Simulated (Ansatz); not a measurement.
Geometry relaxation, with input and output: CH5ClSi

- system: CH5ClSi
- method: RKS BHLYP-D4/STO-3G (Ansatz 0.2.0)

It belongs to a series of runs on one base structure; here: start relaxed.

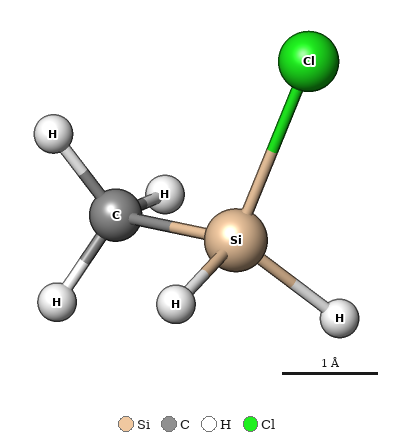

Figure 1. The input geometry (ball-and-stick view, seen at a tilt).

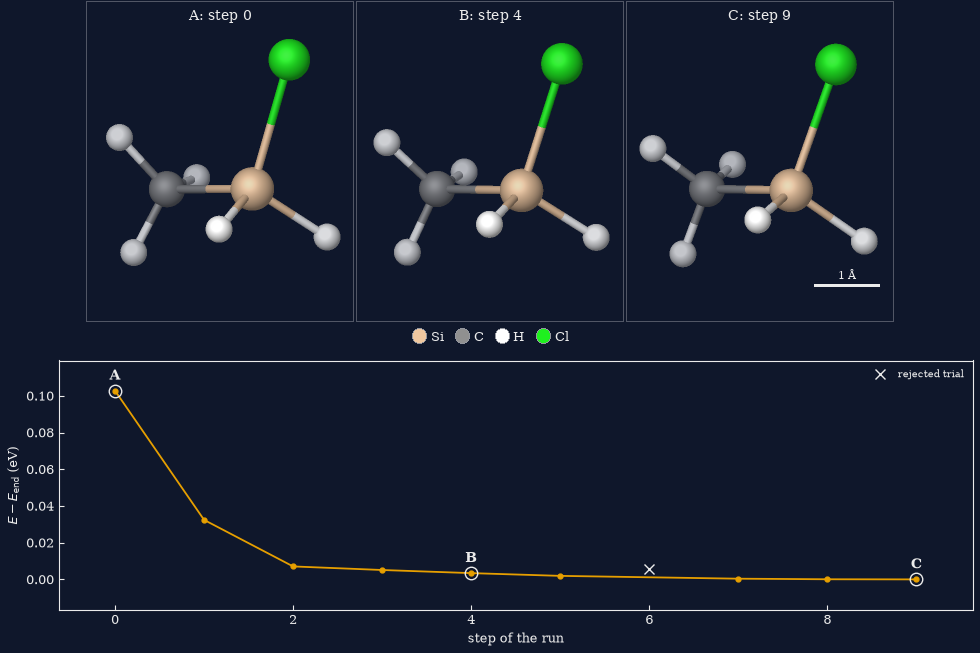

Figure 2. Frames of the relaxation (ball-and-stick view, seen at a tilt) above the curves, on which the letters mark them (the first geometry is step 0 here and step 1 in the log).

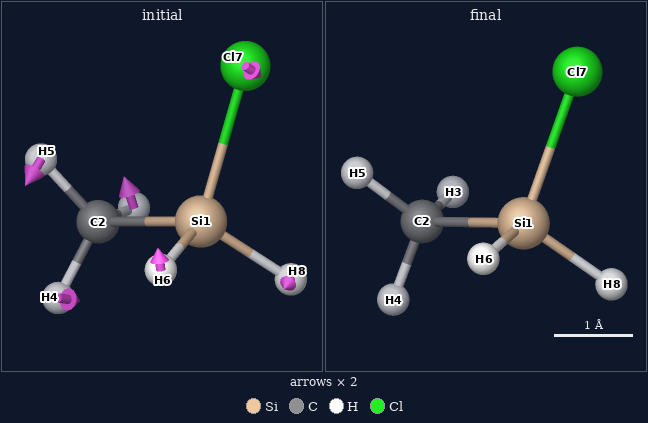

Figure 3. Before (left) and after (right) the relaxation, at one scale (ball-and-stick view, seen at a tilt). The pink arrows give the displacements, magnified 2 times. The energy falls by 0.103 eV in 9 geometry steps. The largest force component goes from 0.93 to 0.015 eV/Å. The line search rejected the trial step at point 6 (counted from 0) and went back. The largest moves after the best rigid fit, 0.22 Å, are those of H3 and H4. Largest moves by element: H 0.22 Å, Cl 0.17 Å, Si 0.03 Å, C 0.01 Å. Distances before and after: Si1–Cl7 2.128 → 2.097 Å, Si1–H6 1.460 → 1.433 Å, C2–H3 1.110 → 1.088 Å, Si1–C2 1.870 → 1.857 Å. Among the angles that change: H6–Si1–Cl7 109.5° → 106.9°, C2–Si1–H6 109.5° → 111.8°. (Atoms are counted from 1 in the order of the input.)

The input and output of the run follow.

## Input file
```yaml
crystal:
  periodic: [false, false, false]
  atoms:
    - { symbol: Si, position_ang: [0.0, 0.0, 0.0] }
    - { symbol: C, position_ang: [0.0, 0.0, 1.87] }
    - { symbol: H, position_ang: [-0.9996, -0.3092, 2.2405] }
    - { symbol: H, position_ang: [0.7676, -0.7111, 2.2405] }
    - { symbol: H, position_ang: [0.232, 1.0203, 2.2405] }
    - { symbol: H, position_ang: [1.3768, 0.0, -0.4862] }
    - { symbol: Cl, position_ang: [-1.0032, 1.7381, -0.7093] }
    - { symbol: H, position_ang: [-0.6877, -1.1914, -0.4862] }
basis:
  gaussian: { orbitals: STO-3G }
hamiltonian:
  xc: { name: BHLYP }
  dispersion: d4
relax:
  f_tol: 0.02
  max_steps: 40
```

Launch command:
```bash
ansatz run input.yaml --threads 1 --pin off --max-ram 2048MiB --backend cpu --events-out ev --progress --plain --runs-dir out
```

## What the program printed
```
The last accepted step is kept in [file] (removed where the run ends without a failure and the disk answers)
Engine: ansatz 0.2.0, aarch64-unknown-linux-gnu
Functional definition: BHLYP
  parameter a = 0.5
  exchange = (1 - a)*b88_x + a*exact_x
  correlation = lyp_c
363 factors; integrals over basis functions are off by at most 1.3e-5 eV
mean field evaluation 1: about -21278.7385 eV, gradient 1.7e1 eV
mean field evaluation 2: about -21279.8396 eV, gradient 7.2e0 eV
mean field evaluation 4: about -21280.0377 eV, gradient 1.6e-1 eV
mean field evaluation 8: about -21280.0320 eV, gradient 5.8e-4 eV
mean field -21280.03201942 eV, -782.0267525899 hartree, gradient 5.5e-5 eV, S^2 0.000000; 0 other end points of the search recorded, 0 dependent functions left out
the calculation of the forces begins
reference -21280.03213882 eV, -782.0267569778 hartree; 21, 21 occupied and 7, 7 virtual orbitals, 363 factors
relax step   1: F+E_penalty+E_count = -21280.21603318 eV  Δ(F+E_penalty+E_count) = +0.000e0 eV  max|allowed force component| = 9.301e-1 eV/Å  Δτ_max = 0.0000 Å  (17 SCF iters, accepted)
these checks for a lower state are left out or cut short: starts, cluster_reference, orbital_swaps, neighbouring_geometries, increment
363 factors; integrals over basis functions are off by at most 8.2e-6 eV
mean field evaluation 16: about -21280.1013 eV, gradient 8.4e-6 eV
mean field -21280.10132084 eV, -782.0292993703 hartree, gradient 8.4e-6 eV, S^2 0.000000; 0 other end points of the search recorded, 0 dependent functions left out
the calculation of the forces begins
reference -21280.10143897 eV, -782.0293037115 hartree; 21, 21 occupied and 7, 7 virtual orbitals, 363 factors
relax step   2: F+E_penalty+E_count = -21280.28640654 eV  Δ(F+E_penalty+E_count) = -7.037e-2 eV  max|allowed force component| = 2.843e-1 eV/Å  Δτ_max = 0.0979 Å  (21 SCF iters, accepted)
these checks for a lower state are left out or cut short: starts, cluster_reference, orbital_swaps, neighbouring_geometries, increment
363 factors; integrals over basis functions are off by at most 1.0e-5 eV
mean field -21280.12682471 eV, -782.0302366201 hartree, gradient 8.8e-5 eV, S^2 0.000000; 0 other end points of the search recorded, 0 dependent functions left out
the calculation of the forces begins
reference -21280.12694347 eV, -782.0302409842 hartree; 21, 21 occupied and 7, 7 virtual orbitals, 363 factors
relax step   3: F+E_penalty+E_count = -21280.31176311 eV  Δ(F+E_penalty+E_count) = -2.536e-2 eV  max|allowed force component| = 9.993e-2 eV/Å  Δτ_max = 0.0386 Å  (20 SCF iters, accepted)
these checks for a lower state are left out or cut short: starts, cluster_reference, orbital_swaps, neighbouring_geometries, increment
363 factors; integrals over basis functions are off by at most 1.1e-5 eV
mean field -21280.12862543 eV, -782.0303027952 hartree, gradient 8.8e-5 eV, S^2 0.000000; 0 other end points of the search recorded, 0 dependent functions left out
the calculation of the forces begins
reference -21280.12874426 eV, -782.0303071622 hartree; 21, 21 occupied and 7, 7 virtual orbitals, 363 factors
relax step   4: F+E_penalty+E_count = -21280.31371172 eV  Δ(F+E_penalty+E_count) = -1.949e-3 eV  max|allowed force component| = 1.836e-2 eV/Å  Δτ_max = 0.0169 Å  (20 SCF iters, accepted)
these checks for a lower state are left out or cut short: starts, cluster_reference, orbital_swaps, neighbouring_geometries, increment
363 factors; integrals over basis functions are off by at most 1.1e-5 eV
mean field evaluation 32: about -21280.1303 eV, gradient 8.8e-5 eV
mean field -21280.13028113 eV, -782.0303636413 hartree, gradient 8.8e-5 eV, S^2 0.000000; 0 other end points of the search recorded, 0 dependent functions left out
the calculation of the forces begins
reference -21280.13040005 eV, -782.0303680113 hartree; 21, 21 occupied and 7, 7 virtual orbitals, 363 factors
relax step   5: F+E_penalty+E_count = -21280.31541329 eV  Δ(F+E_penalty+E_count) = -1.702e-3 eV  max|allowed force component| = 4.021e-2 eV/Å  Δτ_max = 0.0366 Å  (20 SCF iters, accepted)
these checks for a lower state are left out or cut short: starts, cluster_reference, orbital_swaps, neighbouring_geometries, increment
363 factors; integrals over basis functions are off by at most 1.2e-5 eV
mean field -21280.13164310 eV, -782.0304136925 hartree, gradient 8.8e-5 eV, S^2 0.000000; 0 other end points of the search recorded, 0 dependent functions left out
the calculation of the forces begins
reference -21280.13176175 eV, -782.0304180530 hartree; 21, 21 occupied and 7, 7 virtual orbitals, 363 factors
relax step   6: F+E_penalty+E_count = -21280.31690861 eV  Δ(F+E_penalty+E_count) = -1.495e-3 eV  max|allowed force component| = 1.819e-1 eV/Å  Δτ_max = 0.0812 Å  (19 SCF iters, accepted)
these checks for a lower state are left out or cut short: starts, cluster_reference, orbital_swaps, neighbouring_geometries, increment
363 factors; integrals over basis functions are off by at most 1.1e-5 eV
mean field -21280.12807481 eV, -782.0302825602 hartree, gradient 8.7e-5 eV, S^2 0.000000; 0 other end points of the search recorded, 0 dependent functions left out
the calculation of the forces begins
reference -21280.12819364 eV, -782.0302869274 hartree; 21, 21 occupied and 7, 7 virtual orbitals, 363 factors
relax step   7: F+E_penalty+E_count = -21280.31317166 eV  Δ(F+E_penalty+E_count) = +3.737e-3 eV  max|allowed force component| = 4.146e-1 eV/Å  Δτ_max = 0.0150 Å  (20 SCF iters, rejected (line search))
these checks for a lower state are left out or cut short: starts, cluster_reference, orbital_swaps, neighbouring_geometries, increment
363 factors; integrals over basis functions are off by at most 1.1e-5 eV
mean field -21280.13332957 eV, -782.0304756693 hartree, gradient 5.4e-6 eV, S^2 0.000000; 0 other end points of the search recorded, 0 dependent functions left out
the calculation of the forces begins
reference -21280.13344833 eV, -782.0304800336 hartree; 21, 21 occupied and 7, 7 virtual orbitals, 363 factors
relax step   8: F+E_penalty+E_count = -21280.31844624 eV  Δ(F+E_penalty+E_count) = -1.538e-3 eV  max|allowed force component| = 2.335e-2 eV/Å  Δτ_max = 0.0072 Å  (18 SCF iters, accepted)
these checks for a lower state are left out or cut short: starts, cluster_reference, orbital_swaps, neighbouring_geometries, increment
363 factors; integrals over basis functions are off by at most 1.2e-5 eV
mean field -21280.13361893 eV, -782.0304863029 hartree, gradient 8.7e-5 eV, S^2 0.000000; 0 other end points of the search recorded, 0 dependent functions left out
the calculation of the forces begins
reference -21280.13373774 eV, -782.0304906692 hartree; 21, 21 occupied and 7, 7 virtual orbitals, 363 factors
relax step   9: F+E_penalty+E_count = -21280.31875652 eV  Δ(F+E_penalty+E_count) = -3.103e-4 eV  max|allowed force component| = 3.394e-3 eV/Å  Δτ_max = 0.0202 Å  (20 SCF iters, accepted)
these checks for a lower state are left out or cut short: starts, cluster_reference, orbital_swaps, neighbouring_geometries, increment
363 factors; integrals over basis functions are off by at most 1.2e-5 eV
mean field -21280.13371484 eV, -782.0304898275 hartree, gradient 8.7e-5 eV, S^2 0.000000; 0 other end points of the search recorded, 0 dependent functions left out
the calculation of the forces begins
reference -21280.13383374 eV, -782.0304941972 hartree; 21, 21 occupied and 7, 7 virtual orbitals, 363 factors
relax step  10: F+E_penalty+E_count = -21280.31882463 eV  Δ(F+E_penalty+E_count) = -6.811e-5 eV  max|allowed force component| = 1.503e-2 eV/Å  Δτ_max = 0.0210 Å  (20 SCF iters, accepted)
363 factors; integrals over basis functions are off by at most 1.2e-5 eV
mean field evaluation 64: about -21280.1351 eV, gradient 1.3e-1 eV
mean field -21280.13371484 eV, -782.0304898275 hartree, gradient 8.7e-5 eV, S^2 0.000000; 1 other end points of the search recorded, 0 dependent functions left out
the calculation of the forces begins
reference -21280.13383374 eV, -782.0304941972 hartree; 21, 21 occupied and 7, 7 virtual orbitals, 363 factors
Total energy: -21280.31894354 eV, -782.0372968568 hartree
Atom 0 at     0.024677    -0.013667     0.009112 Å, force    -0.006101     0.000022    -0.000865 eV/Å
Atom 1 at    -0.001051     0.003985     1.865787 Å, force    -0.001825     0.002827     0.014081 eV/Å
Atom 2 at    -1.016093    -0.085828     2.247135 Å, force     0.015031     0.001232    -0.007574 eV/Å
Atom 3 at     0.580719    -0.829509     2.257202 Å, force    -0.007127     0.011082    -0.005979 eV/Å
Atom 4 at     0.425482     0.925215     2.257171 Å, force    -0.005856    -0.013695    -0.005982 eV/Å
Atom 5 at     1.352683     0.147749    -0.505772 Å, force    -0.005253     0.003491     0.000199 eV/Å
Atom 6 at    -1.106698     1.602669    -0.700968 Å, force     0.009269    -0.007869     0.004125 eV/Å
Atom 7 at    -0.573818    -1.203914    -0.519866 Å, force     0.001863     0.002910     0.001996 eV/Å
Dipole moment:     0.329205    -0.470449     0.274710 e Å
```

## Trajectory as extended XYZ (Å, eV, eV/Å), 10 frames, from step=1 to step=10
```
8
Properties=species:S:1:pos:R:3:forces:R:3 step=1 energy=-21280.21603
Si    0.0000    0.0000    0.0000    0.2677  -0.3953  -0.1243
C     0.0000    0.0000    1.8700   -0.1943   0.2209   0.1567
H    -0.9996   -0.3092    2.2405    0.9096   0.3092  -0.0719
H     0.7676   -0.7111    2.2405   -0.6594   0.5963  -0.1818
H     0.2320    1.0203    2.2405   -0.1907  -0.9301  -0.0552
H     1.3768    0.0000   -0.4862   -0.7213   0.1955   0.0409
Cl   -1.0032    1.7381   -0.7093    0.3834  -0.6830   0.2046
H    -0.6877   -1.1914   -0.4862    0.2050   0.6865   0.0311
8
Properties=species:S:1:pos:R:3:forces:R:3 step=2 energy=-21280.28641
Si    0.0248   -0.0423    0.0135   -0.0311   0.1597  -0.1444
C    -0.0068    0.0064    1.8786    0.1255  -0.2088   0.0491
H    -0.9829   -0.2646    2.2809    0.0425   0.0191  -0.1507
H     0.7210   -0.7029    2.2739   -0.0454   0.0215   0.0187
H     0.2481    0.9906    2.2716    0.0118  -0.0367  -0.1810
H     1.3477    0.0655   -0.5483   -0.1194  -0.2041   0.2450
Cl   -0.9701    1.6459   -0.7077   -0.1935   0.2843  -0.0473
H    -0.6959   -1.1519   -0.5527    0.2097  -0.0352   0.2106
8
Properties=species:S:1:pos:R:3:forces:R:3 step=3 energy=-21280.31176
Si    0.0160   -0.0225    0.0082    0.0129  -0.0192  -0.0298
C    -0.0027    0.0021    1.8694    0.0029  -0.0144  -0.0105
H    -0.9854   -0.2574    2.2597    0.0378   0.0240  -0.0349
H     0.7166   -0.7148    2.2651   -0.0389   0.0184  -0.0302
H     0.2608    0.9866    2.2529    0.0075  -0.0394  -0.0323
H     1.3518    0.0464   -0.5184   -0.0999  -0.0037   0.0612
Cl   -0.9983    1.6716   -0.7021    0.0104  -0.0268   0.0197
H    -0.6728   -1.1653   -0.5252    0.0674   0.0611   0.0569
8
Properties=species:S:1:pos:R:3:forces:R:3 step=4 energy=-21280.31371
Si    0.0161   -0.0204    0.0086   -0.0065  -0.0073   0.0055
C    -0.0023    0.0020    1.8666   -0.0046   0.0067  -0.0132
H    -0.9889   -0.2419    2.2539    0.0006   0.0139   0.0007
H     0.7048   -0.7259    2.2611   -0.0114  -0.0089  -0.0087
H     0.2763    0.9817    2.2487    0.0137  -0.0076   0.0024
H     1.3502    0.0527   -0.5114   -0.0123   0.0178   0.0041
Cl   -1.0094    1.6670   -0.6982    0.0073  -0.0184   0.0038
H    -0.6610   -1.1685   -0.5194    0.0132   0.0037   0.0055
8
Properties=species:S:1:pos:R:3:forces:R:3 step=5 energy=-21280.31541
Si    0.0187   -0.0165    0.0097   -0.0396  -0.0178   0.0056
C    -0.0016    0.0023    1.8653   -0.0043   0.0252   0.0177
H    -0.9971   -0.2080    2.2495    0.0058   0.0129   0.0120
H     0.6791   -0.7518    2.2575   -0.0140  -0.0023  -0.0025
H     0.3111    0.9708    2.2497    0.0070  -0.0160   0.0139
H     1.3513    0.0714   -0.5059    0.0393   0.0339  -0.0284
Cl   -1.0340    1.6515   -0.7001    0.0122   0.0044   0.0011
H    -0.6418   -1.1730   -0.5158   -0.0064  -0.0402  -0.0193
8
Properties=species:S:1:pos:R:3:forces:R:3 step=6 energy=-21280.31691
Si    0.0213   -0.0144    0.0097   -0.0219   0.0094  -0.0055
C    -0.0018    0.0039    1.8628    0.0143   0.0110   0.1819
H    -1.0151   -0.1301    2.2437    0.1425   0.0240  -0.0134
H     0.6193   -0.8064    2.2521   -0.1034   0.1222  -0.0299
H     0.3872    0.9467    2.2511   -0.0610  -0.1487  -0.0267
H     1.3509    0.1198   -0.5008    0.0622   0.0231  -0.0477
Cl   -1.0801    1.6227   -0.6968   -0.0010  -0.0033  -0.0145
H    -0.5958   -1.1955   -0.5120   -0.0318  -0.0377  -0.0442
8
Properties=species:S:1:pos:R:3:forces:R:3 step=7 energy=-21280.31317 accepted=F
Si    0.0282   -0.0238    0.0127   -0.3006   0.4146  -0.1292
C    -0.0055    0.0094    1.8662    0.0575  -0.0982   0.0796
H    -1.0157   -0.1237    2.2535    0.1077   0.0159  -0.0560
H     0.6130   -0.8074    2.2385   -0.0498   0.0586   0.1182
H     0.3912    0.9447    2.2611   -0.0332  -0.0942  -0.0606
H     1.3537    0.1251   -0.5047    0.0719  -0.0201  -0.0102
Cl   -1.0840    1.6210   -0.7007    0.1421  -0.2145   0.0643
H    -0.5950   -1.1986   -0.5167    0.0044  -0.0620  -0.0061
8
Properties=species:S:1:pos:R:3:forces:R:3 step=8 energy=-21280.31845
Si    0.0219   -0.0143    0.0100   -0.0042  -0.0084  -0.0136
C    -0.0015    0.0037    1.8658    0.0034  -0.0024  -0.0233
H    -1.0108   -0.1262    2.2477   -0.0222   0.0014   0.0174
H     0.6138   -0.8053    2.2551    0.0038  -0.0137   0.0120
H     0.3888    0.9406    2.2548    0.0114   0.0216   0.0168
H     1.3520    0.1238   -0.5049    0.0051   0.0092  -0.0069
Cl   -1.0821    1.6195   -0.7020    0.0033  -0.0034   0.0038
H    -0.5961   -1.1951   -0.5167   -0.0006  -0.0044  -0.0061
8
Properties=species:S:1:pos:R:3:forces:R:3 step=9 energy=-21280.31876
Si    0.0233   -0.0149    0.0092    0.0002  -0.0001   0.0034
C    -0.0014    0.0038    1.8657    0.0017  -0.0027   0.0018
H    -1.0137   -0.1063    2.2478   -0.0010   0.0018  -0.0009
H     0.5975   -0.8169    2.2573   -0.0023  -0.0004  -0.0007
H     0.4065    0.9336    2.2558    0.0022   0.0001  -0.0010
H     1.3520    0.1362   -0.5064    0.0017   0.0011  -0.0004
Cl   -1.0932    1.6112   -0.7002   -0.0033   0.0023  -0.0018
H    -0.5852   -1.2000   -0.5193    0.0007  -0.0021  -0.0005
8
Properties=species:S:1:pos:R:3:forces:R:3 step=10 energy=-21280.31882
Si    0.0247   -0.0137    0.0091   -0.0061   0.0000  -0.0009
C    -0.0011    0.0040    1.8658   -0.0018   0.0028   0.0141
H    -1.0161   -0.0858    2.2471    0.0150   0.0012  -0.0076
H     0.5807   -0.8295    2.2572   -0.0071   0.0111  -0.0060
H     0.4255    0.9252    2.2572   -0.0059  -0.0137  -0.0060
H     1.3527    0.1477   -0.5058   -0.0053   0.0035   0.0002
Cl   -1.1067    1.6027   -0.7010    0.0093  -0.0079   0.0041
H    -0.5738   -1.2039   -0.5199    0.0019   0.0029   0.0020
```

## Key numbers

```tsv
quantity	value
outcome	converged
total energy	−21280.3189 eV
mean-field energy	−21280.1338 eV
largest force (length of the vector) at the end	0.017 eV/Å
hardware	1 thread of Arm Neoverse V1, 24 GiB of memory available, shared host
wall time	14 s
peak memory	0.11 GiB
```
